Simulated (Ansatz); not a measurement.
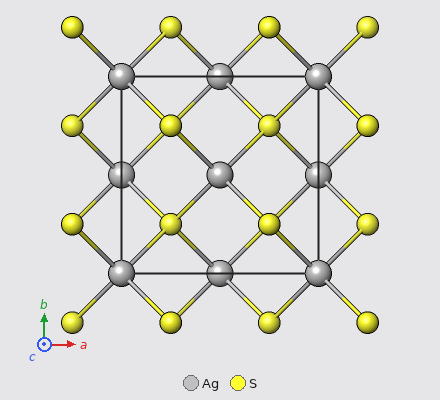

The structure, seen along [001]; the drawing may span several cells.

Given this structure, the geometry relaxed with DFT PBE, scalar-relativistic, plane waves, PAW (Ansatz 0.2.0); the starting structure was generated, so it need not be a known form of this composition, written in its standard cell:

```cif
data_structure
_symmetry_space_group_name_H-M 'F-43m'
_symmetry_Int_Tables_number 216
_cell_length_a 5.7050
_cell_length_b 5.7050
_cell_length_c 5.7050
_cell_angle_alpha 90.000
_cell_angle_beta 90.000
_cell_angle_gamma 90.000
_cell_volume 185.68
loop_
_atom_site_label
_atom_site_type_symbol
_atom_site_symmetry_multiplicity
_atom_site_Wyckoff_symbol
_atom_site_fract_x
_atom_site_fract_y
_atom_site_fract_z
_atom_site_occupancy
Ag1 Ag 4 a 0.00000 0.00000 0.00000 1
S1 S 4 d 0.25000 0.25000 0.75000 1
```

Question: What does the kinematic electron diffraction pattern along [001] look like at 300 kV (B = 0.5 Å²)?

Answer: The spots form a square net with both shortest vectors at d = 2.85 Å, 90.0° apart. They are 2 0 0 and 0 2 0. The pattern has symmetry 4mm. The lattice centring (F) removes all reflections that break h + k = 2n, h + l = 2n.

Strongest reflections with d > 0.88 Å, one of each family (|F|² from tabulated Gaussian fits of the electron scattering factors, times a small damping for the curvature of the Ewald sphere):

```csv
hkl,d (Å),I (strongest = 100)
2 2 0,2.017,100
4 0 0,1.426,46
4 4 0,1.009,16
2 0 0,2.853,13
6 2 0,0.902,11
4 2 0,1.276,5
```

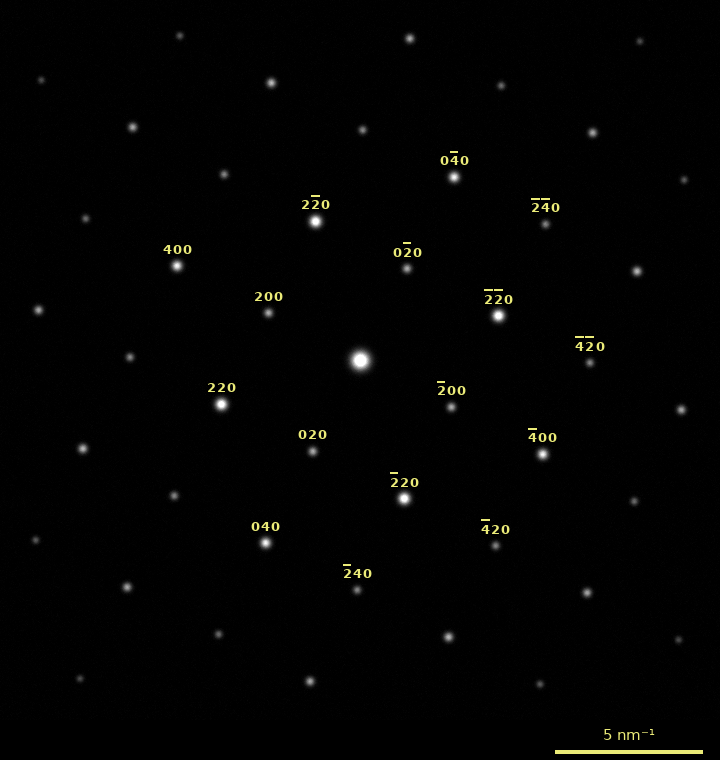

Calculated pattern, seen from the source side with [001] pointing towards the source.
